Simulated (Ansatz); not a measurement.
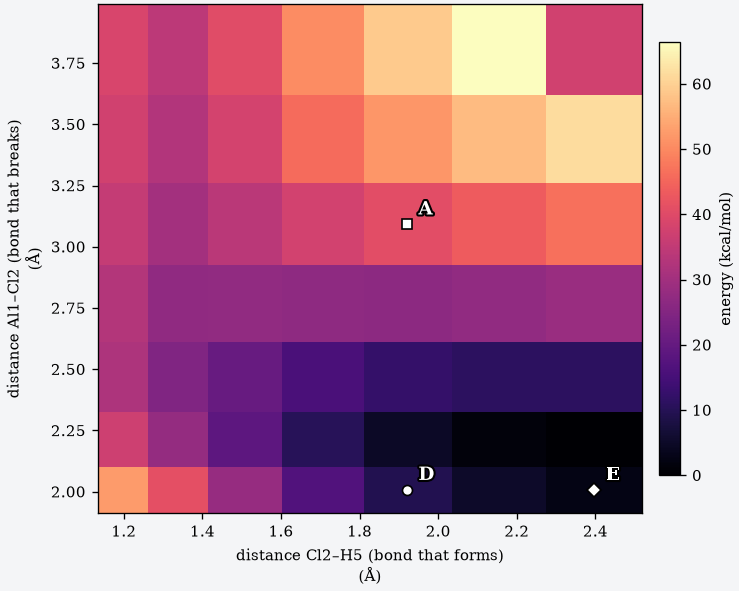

The reacting system AlClF2H2O (fragments AlClF₂H₂O where the first distance is long, AlF₂HO + ClH where the second is long). Coordinates scanned: (1) distance Cl2–H5 (bond that forms); (2) distance Al1–Cl2 (bond that breaks). Relaxed at each point: all other coordinates. Grid: 7 × 7 points. Points are written as (first, second). All energies are given in kcal/mol relative to the lowest grid point. Energies and slopes of some neighbouring points disagree (a jump in structure or state, or too coarse a mesh). The reference is spin-restricted, so regions where a bond is pulled apart into radicals lie too high. All numbers below come from RKS r2SCAN-D4/def2-SVP (Ansatz 0.2.0).

Drawn: one coloured cell a grid point, lettered points.

**Is D the lowest point of the computed grid?**

No. D lies 9.4 kcal/mol above the lowest grid point, which is at (2.397 Å, 2.199 Å).

**Rank the lettered points by energy, lowest first.**

E (2.4 kcal/mol), D (9.4 kcal/mol), A (40.6 kcal/mol).
